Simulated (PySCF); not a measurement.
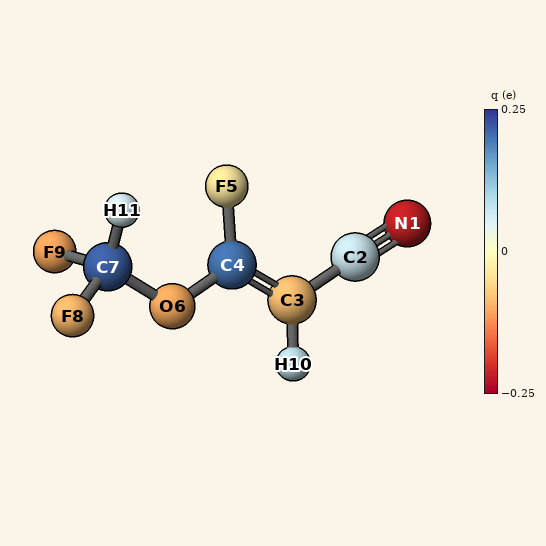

Atoms are coloured by their Hirshfeld charges. The geometry was computed by an optimisation with GFN2-xTB. No frequency run is at hand to confirm it as a minimum. Method: PBE0/pcSseg-1, gas phase (PySCF 2.14.0).

Q: Which atom carries the highest charge (most positive or least negative)?

A: C7 (0.21 e).

Q: And the lowest?

A: N1 (−0.21 e).

List the Hirshfeld charges.

```json
{"atom": "N1", "value (e)": "−0.21"}
{"atom": "C2", "value (e)": "0.07"}
{"atom": "C3", "value (e)": "−0.08"}
{"atom": "C4", "value (e)": "0.20"}
{"atom": "F5", "value (e)": "−0.03"}
{"atom": "O6", "value (e)": "−0.10"}
{"atom": "C7", "value (e)": "0.21"}
{"atom": "F8", "value (e)": "−0.09"}
{"atom": "F9", "value (e)": "−0.10"}
{"atom": "H10", "value (e)": "0.08"}
{"atom": "H11", "value (e)": "0.06"}
```
